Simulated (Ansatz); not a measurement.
# AlClH4O: two geometries relaxed, part 2 of 2

Are the two ends of the reaction (ligand exchange) separate minima, and which lies lower? Each is relaxed from a guess. Meant to form: Al1–O5, H7–Cl2; to break: Al1–Cl2, H7–O5. The start is a guess near the saddle point, from which both ends are pulled out.

Ansatz 0.2.0; RKS BLYP/def2-TZVP. The steps go on from the part before.

## 5. End point B

It starts where the restrained run ended.

File input.yaml:

```yaml
crystal:
  periodic: [false, false, false]
  atoms:
    - { symbol: Al, position_ang: [0.012535, -0.41691, -0.479961] }
    - { symbol: Cl, position_ang: [-0.009629, -0.095036, 2.933964] }
    - { symbol: H, position_ang: [1.398268, 0.318729, -0.627451] }
    - { symbol: H, position_ang: [-1.389665, 0.112618, -0.992901] }
    - { symbol: O, position_ang: [0.113463, -2.032922, 0.216701] }
    - { symbol: H, position_ang: [-0.675441, -2.593427, 0.225921] }
    - { symbol: H, position_ang: [0.24007, -1.231452, 2.268026] }
basis:
  gaussian: { orbitals: def2-TZVP }
hamiltonian:
  xc: blyp
relax:
  f_tol: 0.03
  max_steps: 50
```

Launch:

```sh
> ansatz run input.yaml --threads 4 --pin off --max-ram 5120MiB --backend cpu --events-out ev --progress --plain --runs-dir out
```

The program printed, cut to the lines that bear on the results:

```text
Warning: RAYON_NUM_THREADS=4 ignored (pool sized by the plan → 4); use --threads N
[...]
Functional definition: BLYP
[...]
842 factors; their error is unknown
[...]
mean field -21234.21644834 eV, -780.3430614076 hartree, gradient 1.7e-5 eV, S^2 0.000000; 0 other end points of the search recorded, 0 dependent functions left out
[...]
reference -21234.21681087 eV, -780.3430747303 hartree; 21, 21 occupied and 108, 108 virtual orbitals, 842 factors
relax step   1: F+E_penalty+E_count = -21234.21644834 eV  Δ(F+E_penalty+E_count) = +0.000e0 eV  max|allowed force component| = 7.234e-1 eV/Å  Δτ_max = 0.0000 Å  (27 SCF iters, accepted)
[...]
relax step   5: F+E_penalty+E_count = -21234.25737929 eV  Δ(F+E_penalty+E_count) = +1.192e-3 eV  max|allowed force component| = 1.786e-1 eV/Å  Δτ_max = 0.0328 Å  (29 SCF iters, rejected (line search))
[...]
relax step   9: F+E_penalty+E_count = -21234.26116455 eV  Δ(F+E_penalty+E_count) = -1.163e-3 eV  max|allowed force component| = 1.193e-1 eV/Å  Δτ_max = 0.1119 Å  (29 SCF iters, accepted)
[...]
relax step  13: F+E_penalty+E_count = -21234.26575419 eV  Δ(F+E_penalty+E_count) = +3.739e-4 eV  max|allowed force component| = 9.444e-2 eV/Å  Δτ_max = 0.0400 Å  (29 SCF iters, rejected (line search))
[...]
relax step  15: F+E_penalty+E_count = -21234.26828883 eV  Δ(F+E_penalty+E_count) = -9.020e-4 eV  max|allowed force component| = 1.479e-1 eV/Å  Δτ_max = 0.0395 Å  (29 SCF iters, accepted)
[...]
relax step  16: F+E_penalty+E_count = -21234.27082129 eV  Δ(F+E_penalty+E_count) = -2.532e-3 eV  max|allowed force component| = 2.012e-1 eV/Å  Δτ_max = 0.0582 Å  (30 SCF iters, accepted)
[...]
842 factors; their error is unknown
[...]
```

## 6. More of the same log: end point B relaxed

The log, continued, cut to the lines that bear on the results:

```text
mean field -21234.28609889 eV, -780.3456210183 hartree, gradient 1.2e-5 eV, S^2 0.000000; 0 other end points of the search recorded, 0 dependent functions left out
[...]
reference -21234.28644726 eV, -780.3456338207 hartree; 21, 21 occupied and 108, 108 virtual orbitals, 842 factors
relax step  17: F+E_penalty+E_count = -21234.28609889 eV  Δ(F+E_penalty+E_count) = -1.528e-2 eV  max|allowed force component| = 6.143e-1 eV/Å  Δτ_max = 0.1443 Å  (36 SCF iters, accepted)
[...]
relax step  19: F+E_penalty+E_count = -21234.56106229 eV  Δ(F+E_penalty+E_count) = -2.315e-1 eV  max|allowed force component| = 1.095e0 eV/Å  Δτ_max = 0.1958 Å  (36 SCF iters, accepted)
[...]
relax step  21: F+E_penalty+E_count = -21234.88608376 eV  Δ(F+E_penalty+E_count) = -2.736e-1 eV  max|allowed force component| = 5.448e-1 eV/Å  Δτ_max = 0.2000 Å  (35 SCF iters, accepted)
[...]
reference -21235.10371444 eV, -780.3756678353 hartree; 21, 21 occupied and 108, 108 virtual orbitals, 842 factors
Total energy: -21235.10371444 eV, -780.3756678353 hartree
Atom 0 at     0.054270    -0.033214     0.142892 Å, force    -0.024302    -0.010728     0.017573 eV/Å
Atom 1 at    -0.025941     0.509014     2.255341 Å, force    -0.001393     0.003371    -0.006979 eV/Å
Atom 2 at     1.431048     0.258808    -0.575097 Å, force     0.019280     0.005223    -0.005558 eV/Å
Atom 3 at    -1.337044    -0.008944    -0.627531 Å, force    -0.001244     0.007764    -0.002150 eV/Å
Atom 4 at     0.118318    -2.033791     0.570728 Å, force     0.009649    -0.015266    -0.009143 eV/Å
Atom 5 at    -0.645399    -2.537106     0.228001 Å, force    -0.001388     0.007122     0.011125 eV/Å
Atom 6 at     0.094349    -2.093167     1.549965 Å, force    -0.000603     0.002515    -0.004868 eV/Å
Dipole moment:    -0.214705    -0.896728    -0.042699 e Å
```

Wall time 23 s (4 threads of AMD EPYC 7B13 (Zen 3), shared host); peak memory 0.23 GiB.

Relaxation path:

```csv
step,energy from step 1 (eV),largest force component (eV/Å)
1,0.0000,0.7234
2,-0.0341,0.2307
3x,-0.0300,0.1681
4,-0.0421,0.1053
5x,-0.0409,0.1786
6,-0.0431,0.0599
7,-0.0432,0.1028
8,-0.0436,0.0461
9,-0.0447,0.1193
10,-0.0466,0.1198
11,-0.0478,0.1389
12,-0.0497,0.0496
13x,-0.0493,0.0944
14,-0.0509,0.0401
15,-0.0518,0.1479
16,-0.0544,0.2012
17,-0.0697,0.6143
18,-0.1131,0.4994
19,-0.3446,1.0952
20,-0.3961,4.8574
21,-0.6696,0.5448
22,-0.8004,0.5654
23,-0.8621,0.6154
24,-0.8702,0.5773
25,-0.8828,0.1804
26,-0.8849,0.2061
27,-0.8869,0.0243
```

Step 1 is the start. 3 steps were tried and not accepted (3, 5, 13; marked x where the table lists them).

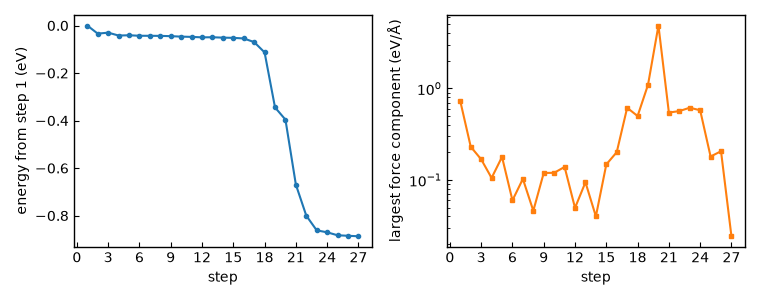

Energy and largest force along the relaxation.

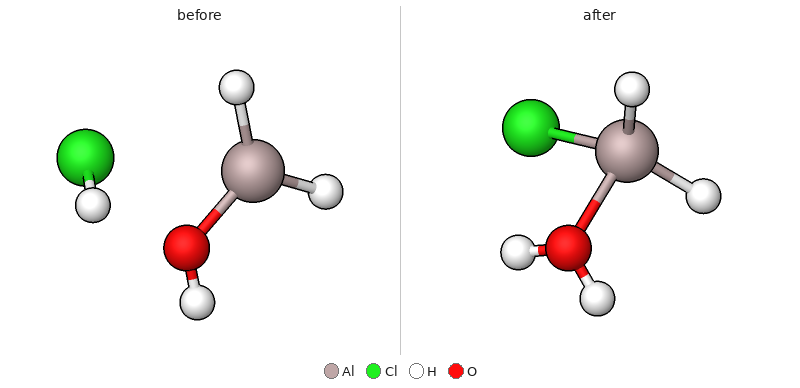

Before and after, at one scale.

After: Bond lengths: Al1–Cl2 2.182 Å, Al1–H3 1.580 Å, Al1–H4 1.591 Å, Al1–O5 2.047 Å, O5–H6 0.977 Å, O5–H7 0.981 Å. Angles: Cl2–Al1–H3 115.2°, Cl2–Al1–H4 115.7°, Cl2–Al1–O5 92.4°, H3–Al1–H4 122.6°, H3–Al1–O5 104.4°, H4–Al1–O5 98.3°, Al1–O5–H6 113.9°, Al1–O5–H7 105.5°, H6–O5–H7 107.4°.

Pairs that crossed the distance rule for bonds on the way: came closer Al1–Cl2, O5–H7; moved apart Cl2–H7.

## 7. Summary of results

The summary covers parts 1 to 2.

```
                           quantity                     value
                              end A   6 moves, 0.515 eV lower
                              end B  23 moves, 0.887 eV lower
largest difference between the ends                    0.04 Å
            end B relative to end A                 +0.000 eV
```

**Reading.** Both starts fell into the same minimum (no atom differs by more than 0.04 Å), so from this start no second minimum was found and no band was run; another arrangement could still be one.
